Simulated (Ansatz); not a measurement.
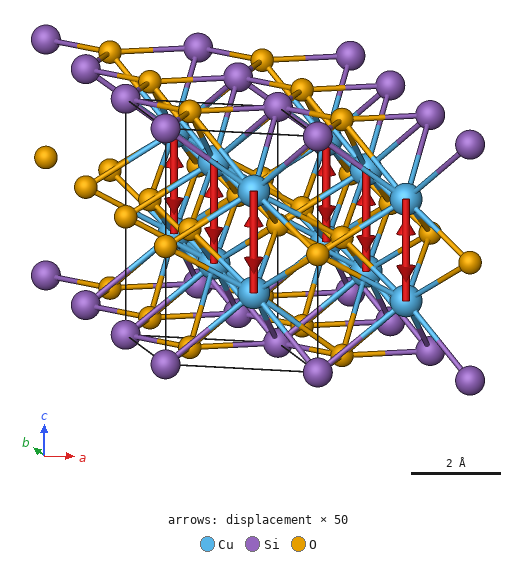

This is a relaxation of a crystal of Cu₂SiO₃ (built on the Ce2CuGe3-187 type type). The starting structure is drawn; red arrows show the displacements (the part carried along by the change of the cell is left out), magnified 50 times.

A ball-and-stick model of the cell of the calculation, repeated 2 × 3 × 1 with one cell outlined, seen slightly off an axis.

All numbers below come from Ansatz, DFT, r2SCAN+rVV10, plane waves, PAW.

Input file:
```yaml
crystal:
  lattice:
    - [3.5642855948, 0.0, 0.0]
    - [-1.7821427974, 3.0867618714, 0.0]
    - [0.0, 0.0, 5.4289127872]
  atoms:
    - { symbol: Cu, position: [0.6666666667, 0.3333333333, 0.2846481096] }
    - { symbol: Cu, position: [0.6666666667, 0.3333333333, 0.7153518904] }
    - { symbol: Si, position: [0.0, 0.0, 0.0] }
    - { symbol: O, position: [0.0, 0.0, 0.5] }
    - { symbol: O, position: [0.3333333333, 0.6666666667, 0.0] }
    - { symbol: O, position: [0.3333333333, 0.6666666667, 0.5] }
kpoints:
  mp_grid: { grid: [12, 12, 4] }
hamiltonian:
  xc: r2scan
  dispersion: rvv10
scf:
  occupations: { method: fermi_dirac, width: 0.03 }
relax:
  f_tol: 0.01
  cell: {}
  max_steps: 120
output:
  write_density: true
  write_potential: true
  elf: true
  volumetric_format: npy
```

Launched with:
```bash
ansatz run input.yaml --threads 2 --pin off --max-ram 2211MiB --backend cpu --events-out ev --progress --plain --runs-dir out
```

> Which element moves most?

Copper: up to 0.038 Å, against 0.000 Å for oxygen.

> What did the optimiser do to the structure, and how much energy did it gain?

The largest moves relative to the cell, 0.038 Å, are those of Cu1 and Cu2. Cu1 goes along +c. O and Si stay in place. Cell: a = b 3.564 → 3.551 Å (−0.4 %), c 5.429 → 5.574 Å (+2.7 %). Volume +1.9 %. Among the contacts that change: Cu1–Si3 2.573 → 2.616 Å, Cu1–O5 2.573 → 2.616 Å, Cu1–Cu2 2.338 → 2.324 Å, Cu1–O4 2.367 → 2.357 Å. The space group stays P-6m2 (No. 187). The energy falls by 6.7 meV per cell of the calculation in 5 accepted moves (6 points after the start). The largest force component goes from 0.072 to 0.00024 eV/Å. Pressure: 0.79 GPa at the start and 0.01 GPa at the end. At 1 point the geometry stayed and the basis and grid were re-selected for the new cell (energy shift of 0.8 meV per cell of the calculation at most each time). The run took 41 s on 2 threads of AMD EPYC 9R45 96-Core Processor (Zen 5), on a shared host, peak memory 0.67 GiB.
